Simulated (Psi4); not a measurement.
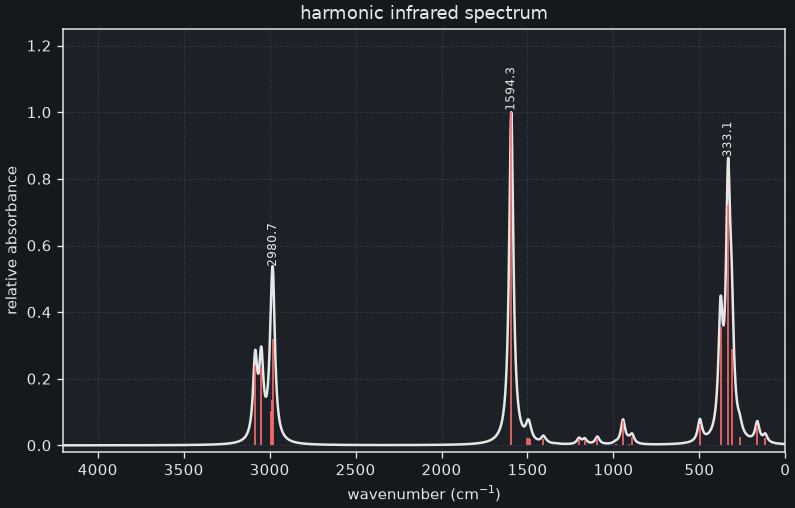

Unscaled harmonic wavenumbers and double-harmonic intensities, PBE0/def2-TZVP (dispersion D4), Psi4, at a geometry relaxed at this level, isolated molecule. Modes within 2 cm⁻¹ of each other count as one line, with their intensities summed. Lorentzian lines of 30 cm⁻¹ full width. Close modes add up in the curve.

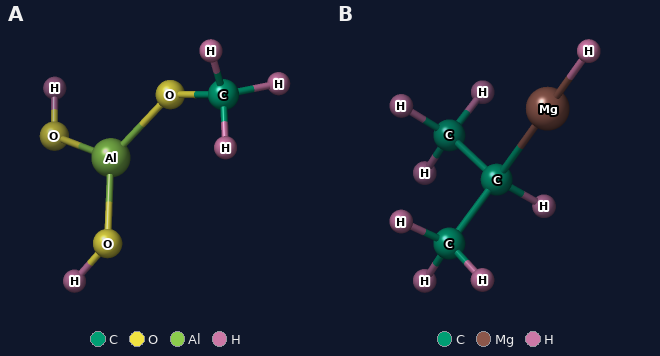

Which molecule gives this infrared spectrum? Choose among the lettered structures.

Answer. Structure B, C₃H₈Mg, SMILES C[CH](C)[MgH], singlet. It has its most intense lines at 1594.3, 333.1 and 376.5 cm⁻¹.
